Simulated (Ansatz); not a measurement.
**BH (singlet): one geometry, many settings**

What do other methods and options give for BH (singlet) at this geometry, and how long do they take?

The runs use Ansatz 0.2.0, Gaussian basis; the settings change from run to run.

18 further runs of the same task are left out: 8 that didn't finish, 10 set aside as unsound or not needed.

**1. What is computed**

The geometry is a PBE0/def2-TZVPD stationary point (not a proven minimum) of the parent state, kept for this charge and spin.

2 atoms, charge 0, spin multiplicity 1.

Atoms are counted from 1 here; the program's logs count them from 0.

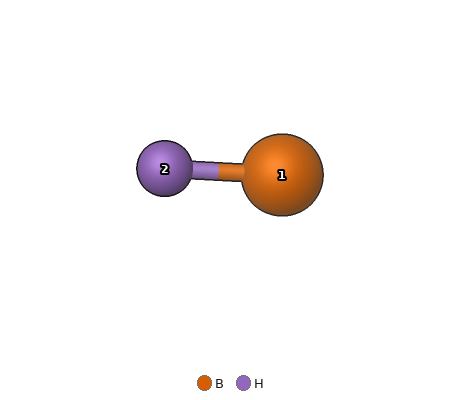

The geometry (boron orange, hydrogen purple); atoms are numbered from 1 in the order of the file.

**2. HF/x2c-TZVPPall**

in.yaml

```yaml
crystal:
  periodic: [false, false, false]
  atoms:
    - {symbol: B, position_ang: [0.000000, 0.000000, 0.000000]}
    - {symbol: H, position_ang: [0.000000, 0.000000, 1.262771]}
basis:
  gaussian: {orbitals: x2c-TZVPPall, point_charges: [{charge: -1.00, position_ang: [3.400, -0.836, 0.338]}]}
magnetization: {spin_polarized: false}
hamiltonian: {xc: hf}
output: {forces: true, orbitals: {seedname: orbitals}}
```

On the command line:

```
$ ansatz run in.yaml --threads 1 --pin off --events-out ev --progress --plain --max-ram 2393MiB
```

The log of the run:

```text
Functional definition: HF
  name "HF"
  cite "Fock, Z. Phys. 61, 126 (1930) doi:10.1007/BF01340294"
  parent pbe
  exchange = exact_x
  correlation = 0
285 factors; their error is unknown
mean field evaluation 1: about -683.8697 eV, gradient 7.6e0 eV
mean field evaluation 2: about -684.2291 eV, gradient 2.5e0 eV
mean field evaluation 4: about -684.2858 eV, gradient 1.3e-1 eV
mean field evaluation 8: about -684.2840 eV, gradient 1.7e-4 eV
mean field -684.28395720 eV, -25.1469716029 hartree, gradient 1.4e-5 eV, S^2 0.000000; 0 other end points of the search recorded, 0 dependent functions left out
the calculation of the forces begins
reference -684.28395720 eV, -25.1469716029 hartree; 3, 3 occupied and 42, 42 virtual orbitals, 285 factors
Total energy: -684.28395720 eV, -25.1469716029 hartree
Relativity: scalar
Atom 0 at     0.000000     0.000000     0.000000 Å, force     0.045628    -0.011219     0.792635 eV/Å
Atom 1 at     0.000000     0.000000     1.262771 Å, force     0.216708    -0.053285    -0.847043 eV/Å
Dipole moment:     0.209877    -0.051605     0.359433 e Å
```

Run time: 0.12 s. Hardware: 1 thread of Arm Neoverse V2, shared host.

**3. HF/cc-pVTZ**

in.yaml

```yaml
crystal:
  periodic: [false, false, false]
  atoms:
    - {symbol: B, position_ang: [0.000000, 0.000000, 0.000000]}
    - {symbol: H, position_ang: [0.000000, 0.000000, 1.262771]}
basis:
  gaussian: {orbitals: cc-pVTZ}
magnetization: {spin_polarized: true, initial_magnetization: 0}
hamiltonian: {xc: hf}
output: {orbitals: {seedname: orbitals}}
```

Same command.

The log of the run:

```text
Functional definition: HF
  name "HF"
  cite "Fock, Z. Phys. 61, 126 (1930) doi:10.1007/BF01340294"
  parent pbe
  exchange = exact_x
  correlation = 0
313 factors; their error is unknown
mean field evaluation 1: about -683.4110 eV, gradient 5.3e0 eV
mean field evaluation 2: about -683.7547 eV, gradient 1.8e0 eV
mean field evaluation 4: about -683.8039 eV, gradient 6.3e-2 eV
mean field evaluation 8: about -683.8052 eV, gradient 1.3e-5 eV
mean field evaluation 16: about -683.9721 eV, gradient 2.5e-1 eV
mean field evaluation 32: about -683.9708 eV, gradient 9.8e-2 eV
mean field -683.97600461 eV, -25.1356545537 hartree, gradient 1.2e-5 eV, S^2 0.469839; 3 other end points of the search recorded, 0 dependent functions left out
reference -683.97600461 eV, -25.1356545537 hartree; 3, 3 occupied and 41, 41 virtual orbitals, 313 factors
Total energy: -683.97600461 eV, -25.1356545537 hartree
```

Run time: 0.12 s. Hardware: 1 thread of Arm Neoverse V2, shared host.

From the report: ⟨S²⟩ of the determinant 0.470 (pure singlet: 0.00).

**4. FCI/cc-pVDZ**

in.yaml

```yaml
crystal:
  periodic: [false, false, false]
  atoms:
    - {symbol: B, position_ang: [0.000000, 0.000000, 0.000000]}
    - {symbol: H, position_ang: [0.000000, 0.000000, 1.262771]}
basis:
  gaussian: {orbitals: cc-pVDZ}
correlation: {method: fci, electrons: outside_noble_gas}
output: {forces: true}
```

Same command.

The log of the run (excerpt; [...] marks lines left out):

```text
Functional definition: HF
  name "HF"
  cite "Fock, Z. Phys. 61, 126 (1930) doi:10.1007/BF01340294"
  parent pbe
[...]
316 factors; integrals over basis functions are off by at most 1.1e-7 eV
[...]
mean field -683.68799115 eV, -25.1250702546 hartree, gradient 1.2e-6 eV, S^2 0.000000; 0 other end points of the search recorded, 0 dependent functions left out; unrestricted orbitals would lower it
1 core orbitals not correlated: weight in the atoms' cores, before any rotation towards them, 1.000 or more for the frozen orbitals, at most 0.000 for the correlated occupied ones
reference -683.68799115 eV, -25.1250702546 hartree; 2, 2 occupied and 16, 16 virtual orbitals, 316 factors
state -686.14349865 eV, -25.2153084907 hartree
[...]
Total energy: -686.14349865 eV, -25.2153084907 hartree
Atom 0 at     0.000000     0.000000     0.000000 Å, force     0.000000     0.000000     0.124284 eV/Å
Atom 1 at     0.000000     0.000000     1.262771 Å, force     0.000000    -0.000000    -0.124284 eV/Å
Dipole moment:     0.000000    -0.000000     0.242872 e Å
```

It took 0.54 s on 1 thread of Arm Neoverse V2, shared host.

From the report: 6,129 determinants, symmetry A1.

**5. MRCISD+Q(2,8)/aug-cc-pVDZ**

in.yaml

```yaml
crystal:
  periodic: [false, false, false]
  atoms:
    - {symbol: B, position_ang: [0.000000, 0.000000, 0.000000]}
    - {symbol: H, position_ang: [0.000000, 0.000000, 1.262771]}
basis:
  gaussian: {orbitals: aug-cc-pVDZ}
correlation: {method: fic_mrcisd_q, electrons: valence, active_space: {window: {electrons: 2, orbitals: 8}}}
```

Same command.

The log of the run (excerpt; [...] marks lines left out):

```text
Functional definition: HF
  name "HF"
  cite "Fock, Z. Phys. 61, 126 (1930) doi:10.1007/BF01340294"
  parent pbe
[...]
315 factors; integrals over basis functions are off by at most 4.2e-4 eV
[...]
mean field -683.71598896 eV, -25.1260991548 hartree, gradient 1.1e-6 eV, S^2 0.000000; 0 other end points of the search recorded, 0 dependent functions left out; unrestricted orbitals would lower it
reference -683.71598896 eV, -25.1260991548 hartree; 3, 3 occupied and 29, 29 virtual orbitals, 315 factors
state -684.98975736 eV, -25.1729092804 hartree
contracted CI cycle   1: correlation 0.00000000 eV, 0.0000000000 hartree, residual 8.29e0 eV
contracted CI cycle   2: correlation -1.15622584 eV, -0.0424905158 hartree, residual 1.73e0 eV
contracted CI cycle   3: correlation -1.21249971 eV, -0.0445585425 hartree, residual 4.41e-1 eV
contracted CI cycle   4: correlation -1.21667591 eV, -0.0447120150 hartree, residual 1.41e-1 eV
contracted CI cycle   5: correlation -1.21712562 eV, -0.0447285417 hartree, residual 4.22e-2 eV
contracted CI cycle   6: correlation -1.21717593 eV, -0.0447303904 hartree, residual 1.66e-2 eV
contracted CI cycle   7: correlation -1.21718250 eV, -0.0447306320 hartree, residual 5.27e-3 eV
contracted CI cycle   8: correlation -1.21718316 eV, -0.0447306559 hartree, residual 1.48e-3 eV
contracted CI cycle   9: correlation -1.21718320 eV, -0.0447306576 hartree, residual 3.90e-4 eV
state -684.98975736 eV, -25.1729092804 hartree; corrected -686.24001466 eV, -25.2188553886 hartree
WARN: 1 active orbitals are nearly empty or full. The corrections depend on them more than the energy does, and are more stable in an active space without them
Total energy: -686.24001466 eV, -25.2188553886 hartree
```

Wall time 1.9 s (1 thread of Arm Neoverse V2, shared host).

From the report: 24 determinants; active occupations 1.85, 0.07, 0.07, 0.01, 0.00, 0.00, 0.00, 0.00. The report marks this result as in doubt.

**6. CASSCF(2,10)/aug-cc-pVDZ**

Edit in.yaml of step 5 so:

```diff
@@ -7,2 +7,2 @@
   gaussian: {orbitals: aug-cc-pVDZ}
-correlation: {method: fic_mrcisd_q, electrons: valence, active_space: {window: {electrons: 2, orbitals: 8}}}
+correlation: {active_space: {window: {electrons: 2, orbitals: 10}}}
```

The command is unchanged.

The log of the run:

```text
Functional definition: HF
  name "HF"
  cite "Fock, Z. Phys. 61, 126 (1930) doi:10.1007/BF01340294"
  parent pbe
  exchange = exact_x
  correlation = 0
315 factors; integrals over basis functions are off by at most 4.2e-4 eV
mean field evaluation 1: about -683.3264 eV, gradient 7.2e0 eV
mean field evaluation 2: about -683.3259 eV, gradient 7.2e0 eV
mean field evaluation 4: about -683.7131 eV, gradient 4.9e-1 eV
mean field evaluation 8: about -683.7160 eV, gradient 1.9e-4 eV
mean field -683.71598896 eV, -25.1260991548 hartree, gradient 1.1e-6 eV, S^2 0.000000; 0 other end points of the search recorded, 0 dependent functions left out
reference -683.71598896 eV, -25.1260991548 hartree; 3, 3 occupied and 29, 29 virtual orbitals, 315 factors
state -684.99295862 eV, -25.1730269243 hartree
Total energy: -684.99295862 eV, -25.1730269243 hartree
```

Wall time 5.5 s (1 thread of Arm Neoverse V2, shared host).

From the report: 100 determinants; active occupations 1.85, 0.07, 0.07, 0.01, 0.00, 0.00, 0.00, 0.00, 0.00, 0.00.

**7. CCSDT(Q)/B on UHF/aug-cc-pVDZ**

Edit in.yaml of step 6 so:

```diff
@@ -7,2 +7,4 @@
   gaussian: {orbitals: aug-cc-pVDZ}
-correlation: {active_space: {window: {electrons: 2, orbitals: 10}}}
+magnetization: {spin_polarized: true, initial_magnetization: 0}
+correlation: {method: ccsdt_q_b, electrons: outside_noble_gas, diis_vectors: 12}
+output: {forces: true}
```

Same command.

The log of the run (excerpt; [...] marks lines left out):

```text
Functional definition: HF
  name "HF"
  cite "Fock, Z. Phys. 61, 126 (1930) doi:10.1007/BF01340294"
  parent pbe
[...]
503 factors; integrals over basis functions are off by at most 2.1e-7 eV
[...]
mean field -683.87594239 eV, -25.1319773351 hartree, gradient 1.8e-6 eV, S^2 0.458575; 13 other end points of the search recorded, 0 dependent functions left out
determinant -683.87594239 eV, -25.1319773351 hartree, with singles and doubles -686.13074937 eV, -25.2148399632 hartree
determinant -682.21785182 eV, -25.0710436306 hartree, with singles and doubles -684.40174014 eV, -25.1513000460 hartree
determinant -678.65267770 eV, -24.9400258980 hartree, with singles and doubles -681.11558484 eV, -25.0305360661 hartree
determinant -677.38479827 eV, -24.8934321887 hartree, with singles and doubles -679.74980795 eV, -24.9803446911 hartree
determinant -683.71598795 eV, -25.1260991178 hartree, with singles and doubles -686.18559478 eV, -25.2168554950 hartree
1 core orbitals not correlated: weight in the atoms' cores, before any rotation towards them, 1.000 or more for the frozen orbitals, at most 0.000 for the correlated occupied ones
reference -683.87594239 eV, -25.1319773351 hartree; 2, 2 occupied and 29, 29 virtual orbitals, 503 factors
second order -1.39921734 eV of doubles, -0.00000000 eV of singles
cycle   1  -1.77519305 eV  change   -3.8e-1 eV  update   6.3e-2
[...]
cycle  18  -2.34901728 eV  change   -6.2e-9 eV  update   3.0e-7
perturbative correction -0.00158044 eV, -0.0000580802 hartree
[...]
Total energy: -686.22654012 eV, -25.2183602083 hartree
Atom 0 at     0.000000     0.000000     0.000000 Å, force    -0.000000     0.000000     0.164368 eV/Å
Atom 1 at     0.000000     0.000000     1.262771 Å, force     0.000000    -0.000000    -0.164368 eV/Å
Dipole moment:     0.000000    -0.000000     0.260362 e Å
```

It took 10 s on 1 thread of Arm Neoverse V2, shared host; peak memory 0.27 GiB.

From the report: ⟨S²⟩ of the determinant 0.459 (pure singlet: 0.00); correlation -2.3506 eV; T1 0.160; largest double amplitude 0.07.

**8. All runs side by side**

Where basis and cores are those of an earlier FCI/aug-cc-pVDZ run (-686.2277 eV), and the state is the same kind, the miss against it is given. † marks a result that the program doubts.

```
                                  level         correlated  functions  energy (eV)  from FCI (meV)    time
HF/x2c-TZVPPall (beside a point charge)                            45    -684.2840                  0.12 s
                             HF/cc-pVTZ                            44    -683.9760                  0.12 s
                            FCI/cc-pVDZ  outside noble gas         19    -686.1435                  0.54 s
            MRCISD+Q(2,8)/aug-cc-pVDZ †            valence         32    -686.2400                   1.9 s
               CASSCF(2,10)/aug-cc-pVDZ                            32    -684.9930          1234.7   5.5 s
          CCSDT(Q)/B on UHF/aug-cc-pVDZ  outside noble gas         32    -686.2265             1.2    10 s
```

**9. Results**

```
quantity                                            value
    runs                                                6
quickest  HF/x2c-TZVPPall (beside a point charge), 0.12 s
 slowest              CCSDT(Q)/B on UHF/aug-cc-pVDZ, 10 s
```

Total energies in different bases, with other cores or another treatment of relativity can't be set against each other. CCSDT(Q)/B on UHF/aug-cc-pVDZ took 84 times as long as HF/x2c-TZVPPall (beside a point charge); the jobs differ in more than the method. Hartree-Fock, CASSCF and CASCI lack dynamic correlation by design.
